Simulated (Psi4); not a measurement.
# A workflow on GaH2O2 (SMILES [OH][Ga][OH])

We compute a structure relaxation (doublet GaH2O2, UCAM-B3LYP/def2-SVPD), then the energy (singlet [GaH2O2]+, CAM-B3LYP/def2-SVPD), then a geometry optimisation (singlet [GaH2O2]+, CAM-B3LYP/def2-SVPD), then the energy (singlet [GaH2O2]−, CAM-B3LYP/def2-SVPD), then a geometry optimisation (singlet [GaH2O2]−, CAM-B3LYP/def2-SVPD) of GaH2O2. 

Program for the calculation: Psi4 1.11.

### Step 1. The system as given

GaH2O2: 5 atoms, total charge 0, spin state doublet. SMILES: `[OH][Ga][OH]`. Geometry: relaxed at PBE0-D4/def2-TZVP. This is one conformer, not always the lowest. The run starts from this shape.

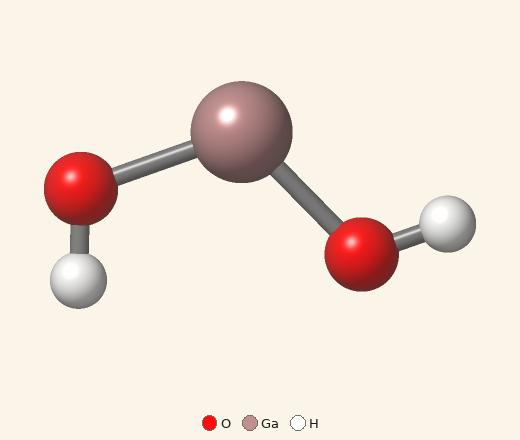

Viewed from a chosen angle; oxygen red, gallium pink, hydrogen white.

### Step 2. A structure relaxation at UCAM-B3LYP/def2-SVPD (density fitting) (run 1)

The input, input.inp:

```
memory 1600 MB

molecule system {
  0 2
  O     -0.370600     0.021600    -1.274400
  Ga    -0.311700    -0.753800     0.353600
  O      0.618200     0.154900     1.591100
  H     -0.867400    -0.464600    -1.936500
  H      0.981500     0.968200     1.224700
  units angstrom
  symmetry c1
}

set basis def2-SVPD
set reference uks

e_tot = optimize('cam-b3lyp')
```

Command:

```sh
$ psi4 input.inp input.out -n 1
```

input.out:

```text
[...]
  Running in c1 symmetry.
[...]
  Nuclear repulsion =  182.431292115847441
[...]
  Multiplicity = 2
[...]
  Nalpha       = 25
  Nbeta        = 24
[...]
    Number of basis functions: 100
[...]
   @DF-UKS iter   1: -2074.63289104312435   -2.37350e+00   2.51990e-02 DIIS/ADIIS
[...]
   @DF-UKS iter   8: -2076.25264949916937   -8.18545e-12   5.86179e-09 DIIS
[...]
   @S^2 Observed:                7.530663832E-01
[...]
  @DF-UKS Final Energy: -2076.25264949916937
   => Energetics <=
    Nuclear Repulsion Energy =            181.8780795369541181
    One-Electron Energy =               -3254.4014766101190617
    Two-Electron Energy =                1068.1182523885863702
    DFT Exchange-Correlation Energy =     -71.8475048145907778
    Empirical Dispersion Energy =           0.0000000000000000
    VV10 Nonlocal Energy =                  0.0000000000000000
    Total Energy =                      -2076.2526494991693653
[...]
 Multipole Moments:
 ------------------------------------------------------------------------------------
     Multipole            Electronic (a.u.)      Nuclear  (a.u.)        Total (a.u.)
 ------------------------------------------------------------------------------------
 L = 1.  Multiply by 2.5417464519 to convert [e a0] to [Debye]
 Dipole X            :         -1.7974753            1.3848735           -0.4126018
 Dipole Y            :         -3.7152586            3.2751304           -0.4401282
 Dipole Z            :          1.2467321           -1.7280739           -0.4813418
 Magnitude           :                                                    0.7717791
[...]
  -Total Gradient:
     Atom            X                  Y                   Z
    ------   -----------------  -----------------  -----------------
       1        0.000038031657     0.000103992142    -0.000073754250
       2       -0.000025667945    -0.000034001686    -0.000018388036
       3       -0.000039722514    -0.000025450763    -0.000076785087
       4        0.000016992034     0.000056164046    -0.000050461252
       5       -0.000017090287    -0.000047124672     0.000033256730
[...]
    Final optimized geometry and variables:
    Molecular point group: c1
    Full point group: C1
    Geometry (in Angstrom), charge = 0, multiplicity = 2:
    O           -0.209457497874     0.482203128138    -1.556635856206
    GA          -0.142718308620    -0.284147656164     0.078827117123
    O            0.794340474847     0.647460784378     1.298346914022
    H           -0.695840108959     0.034438245947    -2.256126562244
    H            1.173887365223     1.469952180742     0.964340154877
    Psi4 run time: 0:01:06.14
[...]
```

On the terminal:

```text
Optimizer: Optimization complete!
```

It took 68 s on 1 thread of AMD EPYC 7R43 (Zen 3), shared host; peak memory 0.64 GiB.

Steps, from the record of the run:

```csv
step,energy from the first frame kept (eV),largest force (eV/Å)
0,0.0000,0.2174
1,-0.0062,0.0988
2,-0.0076,0.0718
3,-0.0079,0.0245
4,-0.0079,0.0068
```

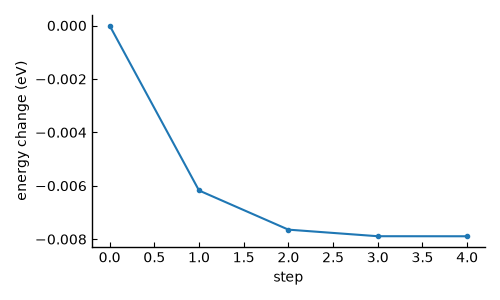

Energy along the run.

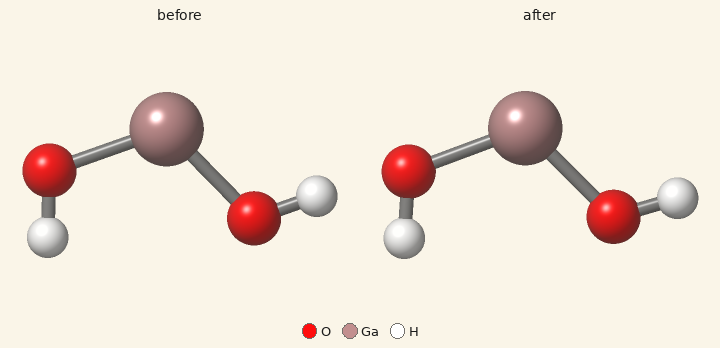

Before and after, at one scale.

After the run. Bond lengths: O1–Ga2 1.807 Å, Ga2–O3 1.798 Å, O1–H4 0.962 Å, O3–H5 0.965 Å. Angles: O1–Ga2–O3 114.4°, Ga2–O1–H4 118.6°, Ga2–O3–H5 114.3°.

### Step 3. The singlet cation: the energy at CAM-B3LYP/def2-SVPD (density fitting) (run 2)

The input, job.py:

```python
import psi4

psi4.set_memory(1600000000)
psi4.set_num_threads(1)
psi4.set_output_file('output.dat', False)

m = psi4.geometry("""
1 1
O     -0.378588     0.009795    -1.277611
Ga    -0.311849    -0.756556     0.357852
O      0.625210     0.175053     1.577372
H     -0.864970    -0.437970    -1.977102
H      1.004757     0.997544     1.243365
units angstrom
symmetry c1
""")

options = {'basis': 'def2-SVPD'}
psi4.set_options(options)

result, w = psi4.energy('cam-b3lyp', molecule=m, return_wfn=True)
print('E =', round(result, 9))
```

Command:

```sh
$ python job.py
```

output.dat:

```text
[...]
  Running in c1 symmetry.
[...]
  Nuclear repulsion =  181.878052136340045
[...]
  Multiplicity = 1
[...]
  Nalpha       = 24
  Nbeta        = 24
[...]
    Number of basis functions: 100
[...]
   @DF-RKS iter   1: -2074.47689532592494   -2.23824e+00   2.45231e-02 ADIIS/DIIS
[...]
   @DF-RKS iter  10: -2075.90972931930582   -7.86949e-08   5.93617e-07 DIIS
[...]
    Orbital Energies [Eh]
    ---------------------
    Doubly Occupied:
       1A   -372.932601     2A    -46.305187     3A    -41.073402
       4A    -41.072652     5A    -41.069134     6A    -19.489355
       7A    -19.456134     8A     -5.908616     9A     -4.197663
      10A     -4.196961    11A     -4.188065    12A     -1.318148
      13A     -1.300670    14A     -1.247960    15A     -1.247253
      16A     -1.241469    17A     -1.227343    18A     -1.216467
      19A     -0.832815    20A     -0.787118    21A     -0.687988
      22A     -0.651484    23A     -0.641298    24A     -0.616928
[...]
  @DF-RKS Final Energy: -2075.90972931930582
   => Energetics <=
    Nuclear Repulsion Energy =            181.8780521363400453
    One-Electron Energy =               -3240.3363284006472895
    Two-Electron Energy =                1054.2025241784988339
    DFT Exchange-Correlation Energy =     -71.6539772334974572
    Empirical Dispersion Energy =           0.0000000000000000
    VV10 Nonlocal Energy =                  0.0000000000000000
    Total Energy =                      -2075.9097293193058249
[...]
 Multipole Moments:
 ------------------------------------------------------------------------------------
     Multipole            Electronic (a.u.)      Nuclear  (a.u.)        Total (a.u.)
 ------------------------------------------------------------------------------------
 L = 1.  Multiply by 2.5417464519 to convert [e a0] to [Debye]
 Dipole X            :         -2.1492266            1.3848749           -0.7643517
 Dipole Y            :         -4.2988639            3.2751313           -1.0237326
 Dipole Z            :          1.2239623           -1.7280741           -0.5041118
 Magnitude           :                                                    1.3734594
[...]
```

Standard output:

```text
E = -2075.909729319
```

Run time: 9.6 s. Hardware: 1 thread of AMD EPYC 7R43 (Zen 3), shared host; peak memory 0.58 GiB.

### Step 4. The singlet cation: a structure relaxation at CAM-B3LYP/def2-SVPD (density fitting) (run 3)

The input, run.py:

```python
import psi4

psi4.set_memory(1600000000)
psi4.set_num_threads(1)
psi4.core.set_output_file('gah2o2.out', False)

m = psi4.geometry("""
1 1
O     -0.71542763     0.01850987    -2.41433488
Ga    -0.58930920    -1.42968364     0.67624227
O      1.18147567     0.33080223     2.98080108
H     -1.63455641    -0.82764335    -3.73618130
H      1.89871555     1.88508496     2.34961932
units au
symmetry c1
""")

options = {'reference': 'rks', 'geom_maxiter': 50}
psi4.set_options(options)

e_tot, wfn = psi4.optimize('cam-b3lyp/def2-SVPD', return_wfn=True)
print(f'total energy {e_tot:.8f} hartree = {e_tot * 27.211386:.5f} eV')
print(m.to_string(dtype='xyz', units='Angstrom'))
```

Command:

```sh
$ python run.py
```

gah2o2.out:

```text
[...]
  Running in c1 symmetry.
[...]
  Nuclear repulsion =  181.878052174994281
[...]
  Multiplicity = 1
[...]
  Nalpha       = 24
  Nbeta        = 24
[...]
    Number of basis functions: 100
[...]
   @DF-RKS iter   1: -2074.47689576202492   -2.23824e+00   2.45231e-02 DIIS/ADIIS
[...]
   @DF-RKS iter   8: -2075.95819316366078   -9.54969e-12   7.06071e-09 DIIS
[...]
  @DF-RKS Final Energy: -2075.95819316366078
   => Energetics <=
    Nuclear Repulsion Energy =            189.2443134561532645
    One-Electron Energy =               -3254.9371988697066627
    Two-Electron Energy =                1061.4333662116728192
    DFT Exchange-Correlation Energy =     -71.6986739617799458
    Empirical Dispersion Energy =           0.0000000000000000
    VV10 Nonlocal Energy =                  0.0000000000000000
    Total Energy =                      -2075.9581931636607806
[...]
 Multipole Moments:
 ------------------------------------------------------------------------------------
     Multipole            Electronic (a.u.)      Nuclear  (a.u.)        Total (a.u.)
 ------------------------------------------------------------------------------------
 L = 1.  Multiply by 2.5417464519 to convert [e a0] to [Debye]
 Dipole X            :         -0.0012932            0.0009152           -0.0003780
 Dipole Y            :         -0.0024871            0.0017098           -0.0007773
 Dipole Z            :          0.0005979           -0.0004259            0.0001720
 Magnitude           :                                                    0.0008813
[...]
  -Total Gradient:
     Atom            X                  Y                   Z
    ------   -----------------  -----------------  -----------------
       1       -0.000008121215    -0.000068276429     0.000100962965
       2       -0.000024969414    -0.000048068850     0.000011581435
       3        0.000000726215     0.000089065560    -0.000163782494
       4        0.000014538944     0.000052431596    -0.000051694590
       5        0.000018194233    -0.000024453757     0.000102806844
[...]
    Final optimized geometry and variables:
    Molecular point group: c1
    Full point group: C1
    Geometry (in Bohr), charge = 1, multiplicity = 1:
    O           -1.076210547354    -0.201074973998    -3.016431749645
    GA          -0.000157605413    -0.000319854933     0.000100683572
    O            1.076842986234     0.202377231214     3.016007556119
    H           -2.096811406816    -1.587023091728    -3.654231802448
    H            2.097552842677     1.588230336731     3.654078270108
[...]
```

Standard output:

```text
Some dependencies such as QCElemental have not yet finished migration to pydantic v2. If issues are encountered please downgrade pydantic or upgrade QCElemental as appropriate
	Unable to completely converge to displaced geometry.
	RMS(dx):  2.758e-06 	Max(dx):  5.761e-06 	RMS(dq):  3.785e-06
	Previous geometry is closer to target in internal coordinates, so using that one.

	Best geometry has RMS(Delta(q)) = 3.77e-06

	Change in internal coordinate of 5.03e-01 exceeds limit of 5.00e-01.
	Skipping Hessian update for step 2.
	Change in internal coordinate of 7.76e-01 exceeds limit of 5.00e-01.
	Skipping Hessian update for step 2.
	Change in internal coordinate of 1.02e+00 exceeds limit of 5.00e-01.
	Skipping Hessian update for step 1.
Interior angle of 179.1 for bend B((0, 1, 2)) can't work in good torsion
AlgError: Exception created. Mesg: Could not compute T((0, 1, 2, 4)). Problem computing interior bend.
AlgError: Linear bends detected.
(0, 1, 2)
AlgError: Exception created. Mesg: Tors.q: unable to compute torsion value
AlgError: Linear bends detected.
 L(1,2,3)
 l(1,2,3)
 Caught AlgError exception

 Erasing history.

	Previous geometry is closer to target in internal coordinates, so using that one.

	Best geometry has RMS(Delta(q)) = 2.32e-12

Optimizer: Optimization complete!
total energy -2075.95819316 hartree = -56489.69971 eV
5
1 1 GaH2O2
O                    -0.569506095543    -0.106404293876    -1.596226939453
Ga                   -0.000083401193    -0.000169259941     0.000053279452
O                     0.569840767785     0.107093418717     1.596002465907
H                    -1.109584811560    -0.839816452950    -1.933736192361
H                     1.109977162520     0.840455299493     1.933654946546
```

It took 91 s on 1 thread of AMD EPYC 7R43 (Zen 3), shared host; peak memory 0.65 GiB.

Step by step:

```csv
step,energy from the first frame kept (eV),largest force (eV/Å)
0,0.0000,3.7712
1,-0.5655,2.0818
2,-1.1288,1.2789
3,-1.2722,0.5696
4,-1.3031,0.5544
5,-1.3125,0.1733
6,-1.3176,0.1726
7,-1.3186,0.0631
8,-1.3188,0.0096
```

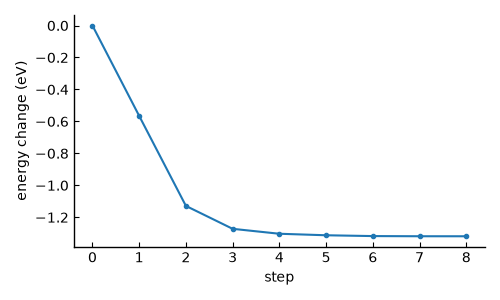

Energy along the run.

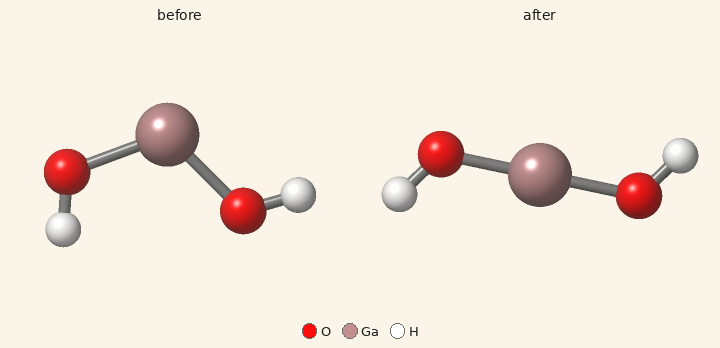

Before and after, at one scale.

After the run. Bond lengths: O1–Ga2 1.698 Å, Ga2–O3 1.698 Å, O1–H4 0.971 Å, O3–H5 0.971 Å. Angles: O1–Ga2–O3 180.0°, Ga2–O1–H4 124.1°, Ga2–O3–H5 124.1°.

### Step 5. The singlet anion: the energy at CAM-B3LYP/def2-SVPD (density fitting) (run 4)

The input, job.dat:

```
memory 1600 mb

molecule {
  -1 1
  O     -0.378588     0.009795    -1.277611
  Ga    -0.311849    -0.756556     0.357852
  O      0.625210     0.175053     1.577372
  H     -0.864970    -0.437970    -1.977102
  H      1.004757     0.997544     1.243365
  symmetry c1
}

set {
  basis def2-SVPD
}

e, wfn = energy('cam-b3lyp', return_wfn=True)
```

Command:

```sh
$ psi4 -i job.dat -o job.out -n 1
```

job.out:

```text
[...]
  Running in c1 symmetry.
[...]
  Nuclear repulsion =  181.878052136340045
[...]
  Multiplicity = 1
[...]
  Nalpha       = 25
  Nbeta        = 25
[...]
    Number of basis functions: 100
[...]
   @DF-RKS iter   1: -2074.40751856186716   -2.16887e+00   2.60473e-02 DIIS/ADIIS
[...]
   @DF-RKS iter  11: -2076.31558568594210   -1.13505e-08   4.32972e-07 DIIS
[...]
    Orbital Energies [Eh]
    ---------------------
    Doubly Occupied:
       1A   -372.349696     2A    -45.726480     3A    -40.494121
       4A    -40.492210     5A    -40.491412     6A    -19.001520
       7A    -18.998644     8A     -5.329015     9A     -3.618640
      10A     -3.613438    11A     -3.612873    12A     -0.844543
      13A     -0.837846    14A     -0.668818    15A     -0.667898
      16A     -0.667538    17A     -0.665168    18A     -0.660983
      19A     -0.370420    20A     -0.337803    21A     -0.232563
      22A     -0.205929    23A     -0.198579    24A     -0.176272
      25A     -0.034152
[...]
  @DF-RKS Final Energy: -2076.31558568594210
   => Energetics <=
    Nuclear Repulsion Energy =            181.8780521363400453
    One-Electron Energy =               -3266.1592048073380283
    Two-Electron Energy =                1079.9415021213769705
    DFT Exchange-Correlation Energy =     -71.9759351363209703
    Empirical Dispersion Energy =           0.0000000000000000
    VV10 Nonlocal Energy =                  0.0000000000000000
    Total Energy =                      -2076.3155856859420965
[...]
 Multipole Moments:
 ------------------------------------------------------------------------------------
     Multipole            Electronic (a.u.)      Nuclear  (a.u.)        Total (a.u.)
 ------------------------------------------------------------------------------------
 L = 1.  Multiply by 2.5417464519 to convert [e a0] to [Debye]
 Dipole X            :         -1.2794693            1.3848749            0.1054056
 Dipole Y            :         -2.8050456            3.2751313            0.4700856
 Dipole Z            :          1.1858653           -1.7280741           -0.5422088
 Magnitude           :                                                    0.7253146
[...]
```

It took 13 s on 1 thread of AMD EPYC 7R43 (Zen 3), shared host; peak memory 0.58 GiB.

### Step 6. The singlet anion: a geometry optimisation at CAM-B3LYP/def2-SVPD (density fitting) (run 5)

The input, calc.py:

```python
import psi4

psi4.set_memory('1600 MB')
psi4.set_num_threads(1)
psi4.set_output_file('output.dat', False)

molecule = psi4.geometry("""
-1 1
O     -0.378588     0.009795    -1.277611
Ga    -0.311849    -0.756556     0.357852
O      0.625210     0.175053     1.577372
H     -0.864970    -0.437970    -1.977102
H      1.004757     0.997544     1.243365
symmetry c1
""")

psi4.set_options(dict(basis='def2-SVPD', geom_maxiter=50))

result = psi4.optimize('cam-b3lyp', molecule=molecule)
print(f'total energy {result:.8f} hartree = {result * 27.211386:.5f} eV')
molecule.save_xyz_file('final.xyz', False)
```

Command:

```sh
$ python calc.py
```

output.dat:

```text
[...]
  Running in c1 symmetry.
[...]
  Nuclear repulsion =  181.878052136340045
[...]
  Multiplicity = 1
[...]
  Nalpha       = 25
  Nbeta        = 25
[...]
    Number of basis functions: 100
[...]
   @DF-RKS iter   1: -2074.40751856186716   -2.16887e+00   2.60473e-02 DIIS/ADIIS
[...]
   @DF-RKS iter   7: -2076.33236925775236   -3.63798e-12   6.57234e-09 DIIS
[...]
  @DF-RKS Final Energy: -2076.33236925775236
   => Energetics <=
    Nuclear Repulsion Energy =            174.6660692211255821
    One-Electron Energy =               -3252.0895491720848440
    Two-Electron Energy =                1073.0388646173287270
    DFT Exchange-Correlation Energy =     -71.9477539241218125
    Empirical Dispersion Energy =           0.0000000000000000
    VV10 Nonlocal Energy =                  0.0000000000000000
    Total Energy =                      -2076.3323692577523616
[...]
 Multipole Moments:
 ------------------------------------------------------------------------------------
     Multipole            Electronic (a.u.)      Nuclear  (a.u.)        Total (a.u.)
 ------------------------------------------------------------------------------------
 L = 1.  Multiply by 2.5417464519 to convert [e a0] to [Debye]
 Dipole X            :         -2.1078004            1.8027403           -0.3050601
 Dipole Y            :         -4.4991572            4.2705180           -0.2286392
 Dipole Z            :          1.7272560           -2.2630393           -0.5357833
 Magnitude           :                                                    0.6575723
[...]
  -Total Gradient:
     Atom            X                  Y                   Z
    ------   -----------------  -----------------  -----------------
       1        0.000008714559    -0.000012970908     0.000051854314
       2       -0.000017109001     0.000013347981    -0.000077685599
       3       -0.000024398789    -0.000067909745     0.000047639113
       4       -0.000015672719    -0.000040651229     0.000025473323
       5       -0.000021900175    -0.000039467634     0.000005649942
[...]
    Final optimized geometry and variables:
    Molecular point group: c1
    Full point group: C1
    Geometry (in Angstrom), charge = -1, multiplicity = 1:
    O           -0.050245111897     0.711279779971    -1.481088925128
    GA          -0.193407434220    -0.383892788281     0.104666651496
    O            0.847835532571     0.825306660420     1.136015171821
    H           -0.517452950933     0.319245987444    -2.223895607368
    H            1.086329119273     1.548599734717     0.542270618053
[...]
```

On the terminal:

```text
Optimizer: Optimization complete!
total energy -2076.33236926 hartree = -56499.88156 eV
```

Run time: 83 s. Hardware: 1 thread of AMD EPYC 7R43 (Zen 3), shared host; peak memory 0.65 GiB.

The path in brief:

```csv
step,energy from the first frame kept (eV),largest force (eV/Å)
0,0.0000,3.3395
1,-0.3438,1.3031
2,-0.4405,0.2306
3,-0.4498,0.1811
4,-0.4564,0.0564
5,-0.4566,0.0375
6,-0.4567,0.0124
7,-0.4567,0.0044
```

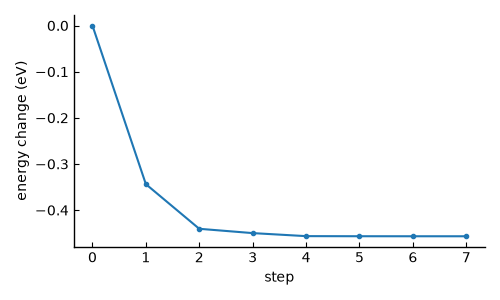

Energy along the run.

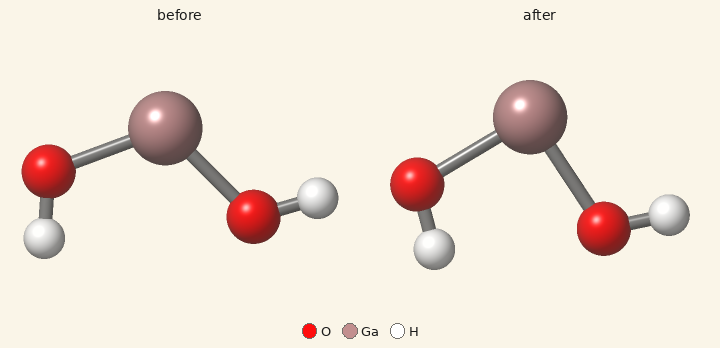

Before and after, at one scale.

After the run. Bond lengths: O1–Ga2 1.932 Å, Ga2–O3 1.900 Å, O1–H4 0.961 Å, O3–H5 0.966 Å. Angles: O1–Ga2–O3 92.5°, Ga2–O1–H4 111.5°, Ga2–O3–H5 106.2°.

### Step 7. Results

| quantity | value |
| --- | --- |
| run 1, UCAM-B3LYP/def2-SVPD: total energy at the end | -2076.25265 Eh |
| run 1, UCAM-B3LYP/def2-SVPD: dipole moment | 1.96 D |
| run 1, UCAM-B3LYP/def2-SVPD: HOMO energy (highest over α and β) | -8.05 eV |
| run 1, UCAM-B3LYP/def2-SVPD: LUMO energy (lowest over α and β) | -2.66 eV |
| run 1, UCAM-B3LYP/def2-SVPD: ⟨S²⟩ | 0.753 |
| singlet cation, run 2: total energy | -2075.90973 Eh |
| singlet cation, run 2: HOMO energy | -16.79 eV |
| singlet cation, run 2: LUMO energy | -10.59 eV |
| singlet cation, run 2: HOMO–LUMO gap | 6.20 eV |
| singlet cation, run 3: total energy at the end | -2075.95819 Eh |
| singlet cation, run 3: HOMO energy | -17.46 eV |
| singlet cation, run 3: LUMO energy | -7.78 eV |
| singlet cation, run 3: HOMO–LUMO gap | 9.69 eV |
| singlet anion, run 4: total energy | -2076.31559 Eh |
| singlet anion, run 4: HOMO energy | -0.93 eV |
| singlet anion, run 4: LUMO energy | 4.94 eV |
| singlet anion, run 4: HOMO–LUMO gap (to an unbound level, set by the basis) | 5.87 eV |
| singlet anion, run 5: total energy at the end | -2076.33237 Eh |
| singlet anion, run 5: HOMO energy | -1.69 eV |
| singlet anion, run 5: LUMO energy | 4.90 eV |
| singlet anion, run 5: HOMO–LUMO gap (to an unbound level, set by the basis) | 6.60 eV |
| adiabatic electron affinity (to the singlet anion, no zero-point term) | 2.169 eV |
| adiabatic ionisation energy (to the singlet cation, no zero-point term) | 8.013 eV |

The adiabatic electron affinity (to the singlet anion, no zero-point term) is 2.17 eV (209 kJ/mol). The adiabatic ionisation energy (to the singlet cation, no zero-point term) is 8.01 eV (773 kJ/mol). The optimisation (run 1, UCAM-B3LYP/def2-SVPD) took 5 steps and changed the energy by -0.008 eV. The optimisation (singlet cation, run 3) took 9 steps and changed the energy by -1.319 eV. The optimisation (singlet anion, run 5) took 8 steps and changed the energy by -0.457 eV.
